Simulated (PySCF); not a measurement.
## A study: C2H4FN, SMILES `F.CC#N`

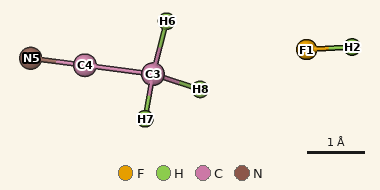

The molecule, with its atoms numbered as below. The pair's geometry is semi-empirical, so its contact may be too short or too long.

Geometry (Å), atoms numbered from 1:

```
F1       2.9611    0.0916    0.0029
H2       3.8935    0.1003   -0.0181
C3      -0.2406   -0.2147   -0.0010
C4      -1.6585   -0.0005    0.0001
N5      -2.7894    0.1680    0.0003
H6       0.2704    0.6729    0.3674
H7       0.0053   -1.0587    0.6414
H8       0.1009   -0.4240   -1.0133
```

Part 1: Bonding charge

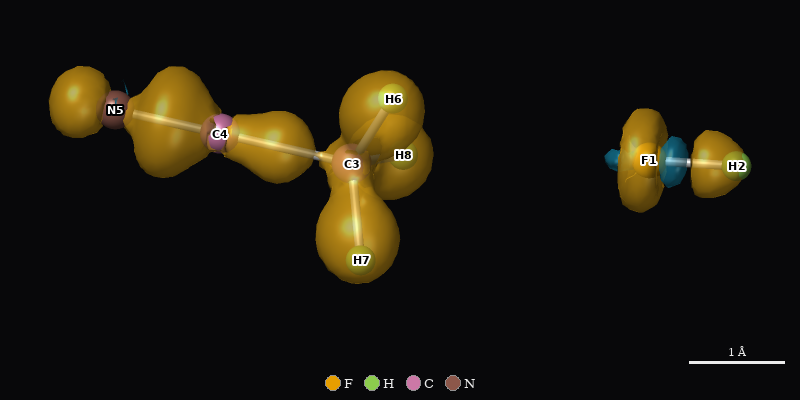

Deformation density (molecule less spherical, spin-averaged free atoms at the same positions), surfaces at ±0.2 e/Å³; yellow: gain, teal: loss.

Method: CAM-B3LYP/6-311+G**; geometry: GFN2-xTB; program: PySCF.

**How much density has each bond gained at its critical point, relative to the free atoms?**

C4–N5: +0.99 e/Å³ at the bond critical point (bond length 1.14 Å). F1–H2: +0.74 e/Å³ at the bond critical point (bond length 0.93 Å). C3–H6: +0.72 e/Å³ at the bond critical point (bond length 1.09 Å). C3–H8: +0.71 e/Å³ at the bond critical point (bond length 1.09 Å). C3–H7: +0.71 e/Å³ at the bond critical point (bond length 1.09 Å). C3–C4: +0.47 e/Å³ at the bond critical point (bond length 1.43 Å). In all, 1.9 electrons gather in the regions of gain relative to the promolecule.

**Where do the Hirshfeld charges lie?**

The highest Hirshfeld charge is on H2 (+0.23 e), the lowest on N5 (−0.25 e).

```tsv
atom	charge (e)
F1	−0.20
H2	+0.23
C3	−0.08
C4	+0.09
N5	−0.25
H6	+0.07
H7	+0.07
H8	+0.07
```

Part 2: Bond critical points

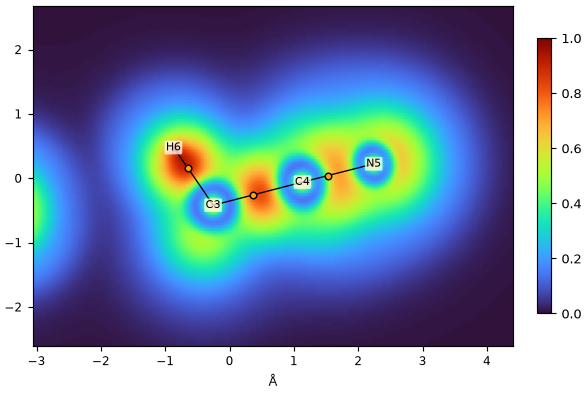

Localised orbital locator (LOL) in the plane of C3, C4, N5 and H6, with bond paths and bond critical points (dots).

**What values does LOL take at the bond critical points in this plane?**

C3–H6: about 0.90; C3–C4: about 0.79; C4–N5: about 0.51. Values above 0.5 mark slow, localised electrons, as in shared pairs; low values at a critical point mark a polar or closed-shell contact whose critical point lies between the shells.

**Where along C3–H6 does the critical point lie?**

0.70 Å from C3 and 0.38 Å from H6.

Part 3: Electrostatic potential

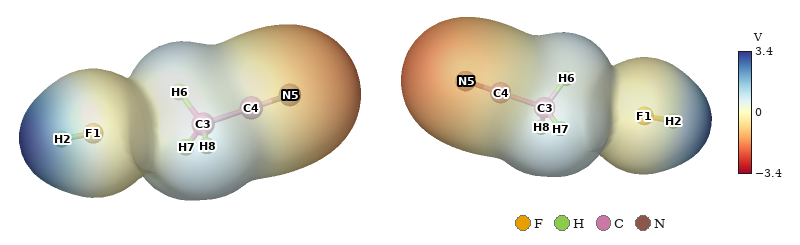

Electrostatic potential on the surface of electron density 0.001 a.u. (back view left, front view right).

**Where are the extremes of the potential on the surface?**

Highest: 3.38 V, 1.1 Å from H2. Further maxima include 0.95 V, 1.3 Å from H7; 0.83 V, 1.3 Å from H6. Lowest: −1.86 V, 1.9 Å from N5. Further minima include −0.33 V, 1.7 Å from F1; −0.30 V, 1.7 Å from F1. The surface is sampled at points, so like sites can differ by a few per cent and only the strongest of them is named.

**What volume does the surface enclose, and what is the dipole moment?**

About 91 Å³; the dipole moment is 6.3 D.

Part 4: Weak contacts

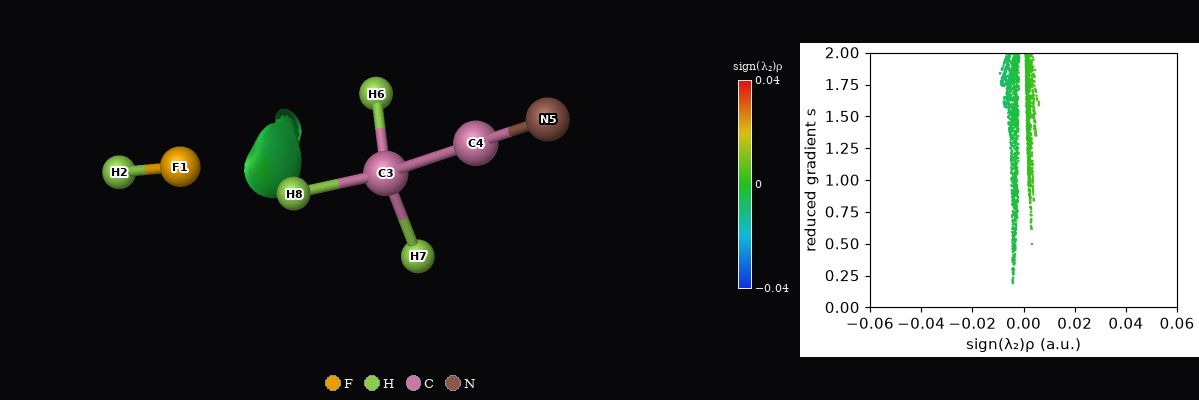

Non-covalent interaction surfaces between the fragments (reduced density gradient s = 0.5, coloured by sign(λ₂)ρ in a.u.; trimmed to the region between the fragments where ρ is under 0.06 a.u.). Fragment A: HF (atoms 1–2); fragment B: H3C2N. The plot gives s against sign(λ₂)ρ for grid points between the fragments.

Level of theory: CAM-B3LYP/6-311+G** (PySCF), at a geometry from GFN2-xTB.

**Which interactions hold the two fragments together?**

Bond critical points between the fragments: F1···H6, weak C–H hydrogen bond, 2.78 Å, ρ = 0.004 a.u. It is weak and appears green, as weak hydrogen bonds do. The pose is a local one from a semi-empirical search, not shown to be the most stable.

**How strongly are they bound?**

The counterpoise-corrected interaction energy of the frozen fragments is −1.6 kcal/mol without dispersion correction and −1.8 kcal/mol with D3(BJ). The pair geometry is semi-empirical, not a minimum at this level.

The PySCF runs shown took 28 s and 65 s on 1 thread of Intel(R) Xeon(R) Processor @ 2.50GHz (Skylake/Cascade Lake), on a shared host.
